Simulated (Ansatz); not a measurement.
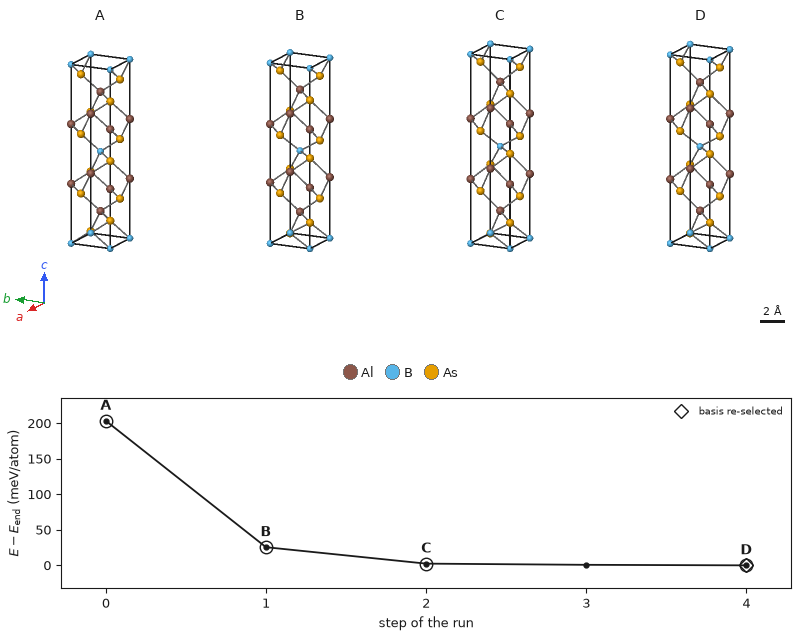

Frames of a relaxation of solid Al₂BAs₃ (a generated structure, set up in I-4m2) (coarse preliminary run), marked on the history of the run. A ball-and-stick model of the conventional cell (2 times the calculation's cell), seen from a free direction. Lengths and directions refer to the drawn axes.

Method: DFT PBE, scalar-relativistic, plane waves, PAW (Ansatz).

Input
```yaml
crystal:
  lattice:
    - [-1.86771618, 1.86771618, 7.92404866]
    - [1.86771618, -1.86771618, 7.92404866]
    - [1.86771618, 1.86771618, -7.92404866]
  atoms:
    - { symbol: Al, position: [0.66666667, 0.66666667, 0.0] }
    - { symbol: Al, position: [0.33333333, 0.33333333, 0.0] }
    - { symbol: B, position: [0.0, 0.0, 0.0] }
    - { symbol: As, position: [0.58333333, 0.08333333, 0.5] }
    - { symbol: As, position: [0.25, 0.75, 0.5] }
    - { symbol: As, position: [0.91666667, 0.41666667, 0.5] }
basis:
  ecutwfc: 420
kpoints:
  mp_grid: { grid: [6, 6, 6] }
hamiltonian:
  xc: pbe
scf:
  occupations: { method: gaussian, width: 0.1 }
  lower_state_search: "off"
output:
  forces: true
  stress: true
  eigenvalues: true
relax:
  adjacent_minimum: "off"
  f_tol: 0.04
  max_steps: 70
  cell: { stress_tol: 0.4 }
```

Command:
```bash
ansatz run input.yaml --threads 1 --pin off --max-ram 2560MiB --backend cpu --events-out ev --progress --plain --runs-dir out
```

**Describe the path.**

The largest moves relative to the cell, 0.25 Å, are those of As4 and As6. As4 goes along −c. Largest moves by element: As 0.25 Å, Al 0.11 Å. B stays in place. The drawn cell changes as follows: a = b 3.735 → 3.795 Å (+1.6 %), c 15.848 → 16.723 Å (+5.5 %); the volume changes by +8.9 %. Among the contacts that change: Al1–As4 2.287 → 2.440 Å, Al1–As5 2.287 → 2.423 Å, B3–As4 2.287 → 2.213 Å. Bond angles that change, for instance: As4–B3–As4 109.5° → 118.1°, B3–As4–B3 109.5° → 118.1°, Al1–As4–Al1 109.5° → 102.1°. The space group stays I-4m2 (No. 119). Over 3 accepted moves (4 points after the start) the energy falls by 203 meV per atom. Largest force component: 3.5 eV/Å at the start, 0.016 eV/Å at the end. The pressure goes from 11.92 to 0.25 GPa. At 1 point the geometry stayed and the basis and grid were re-selected for the new cell (energy shift of 0.7 meV per atom at most each time). From step 0 to 1: As atoms move most (0.19 Å), volume +4.3 %, energy −178 meV per atom. From step 1 to 2: As atoms move most (0.06 Å), volume +3.1 %, energy −23.1 meV per atom. From step 2 to 4: volume +1.3 %, energy −2.4 meV per atom.

```csv
step,"E − E(0), meV/atom","largest force component, eV/Å","pressure, GPa","volume, Å³/atom",note
0,0.00,3.5497,11.92,18.428,
1,-177.85,0.6640,4.66,19.218,
2,-200.98,0.1424,1.16,19.819,
3,-202.66,0.0163,0.20,20.070,
4,-203.41,0.0165,0.25,20.070,"same geometry, new basis"
```
